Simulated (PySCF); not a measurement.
C6H13F2NSi (SMILES C=C[C@](C)(N)C[SiH2]C(F)F)

```xyz
23

C    -2.7377    1.3124   -0.0872
C    -2.2823    0.0994    0.1609
C    -0.8773   -0.3778   -0.1066
C    -0.8354   -1.0190   -1.4949
N    -0.4474   -1.3820    0.8801
C     0.2002    0.6987    0.0147
Si    1.6747   -0.2821    0.7064
C     3.2035    0.8945    0.4060
F     3.3756    1.1358   -0.9298
F     4.3534    0.2837    0.8181
H    -2.1095    2.0830   -0.5001
H    -3.7606    1.5856    0.1088
H    -2.9465   -0.6557    0.5668
H    -1.5520   -1.8364   -1.5632
H     0.1604   -1.4050   -1.6908
H    -1.0851   -0.2811   -2.2524
H    -0.7672   -2.3160    0.6442
H    -0.8040   -1.1477    1.7995
H    -0.1103    1.4684    0.7207
H     0.3949    1.1888   -0.9357
H     1.6948   -0.4270    2.1626
H     2.0681   -1.4712   -0.0421
H     3.1852    1.8778    0.8973
```

Geometry: GFN2-xTB.

Computed with PySCF, PBE0/pcSseg-1, SCF density, gas phase, non-relativistic.

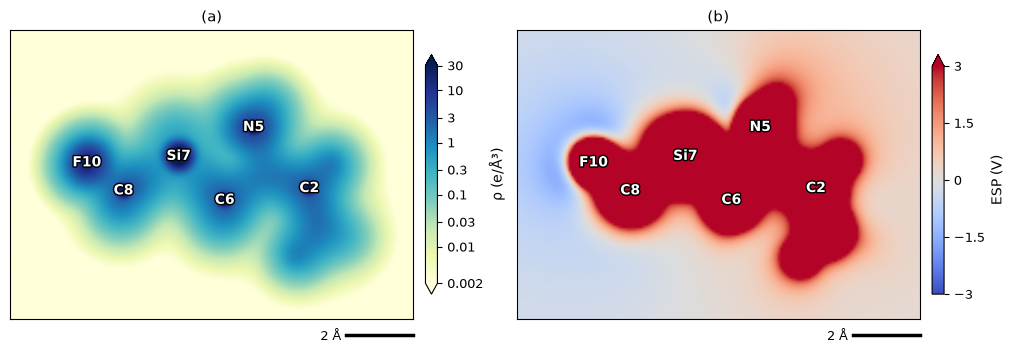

Figure 1. (a) total electron density; (b) molecular electrostatic potential on the plane of atoms Si7, C8 and F10.

Question: What do the fields say about this system?

Answer: Atoms in the plane: C, N, Si and F. C–F (1.37 Å): ρ at the midpoint is about 2.2 e/Å³, with its minimum of 1.7 e/Å³ about 0.5 Å from C. C–Si (1.90 Å): the density is about 0.92 e/Å³ at the midpoint. C–Si (1.95 Å): ρ at the midpoint is about 0.92 e/Å³. Outside the dense part of the molecule the potential is most negative (−1.5 V) near F10.

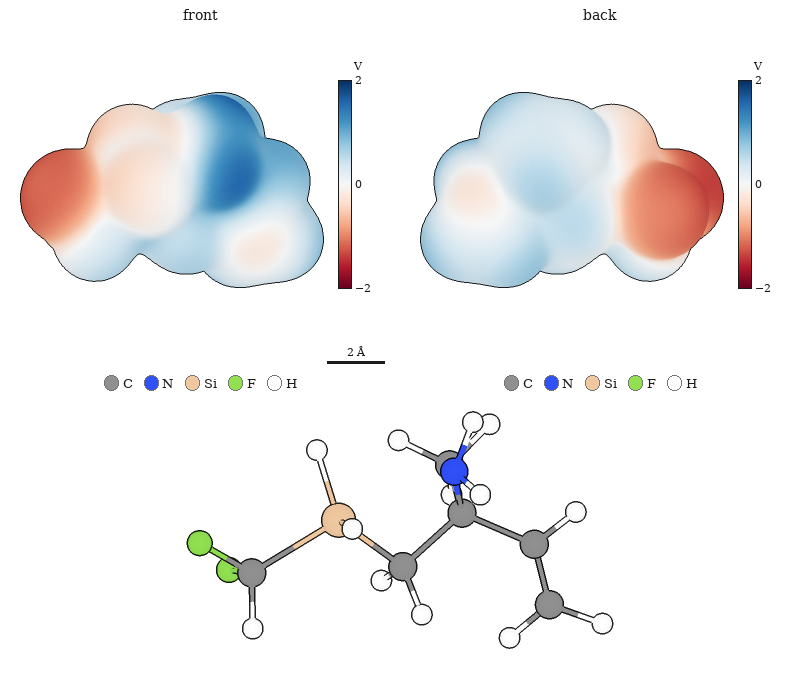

Figure 2. The molecular electrostatic potential painted on the density surface at 0.001 e/bohr³, seen from the front and from behind; red is negative and blue positive. The bare structure is drawn below in the same view.

Question: Where is the surface potential most negative and most positive?

Answer: The most negative region (about −1.4 V) lies over F9 and F10, the most positive (about +1.6 V) over H17 and H18.

Question: How polar is the molecule by this calculation?

Answer: Its dipole moment is 5.39 D.
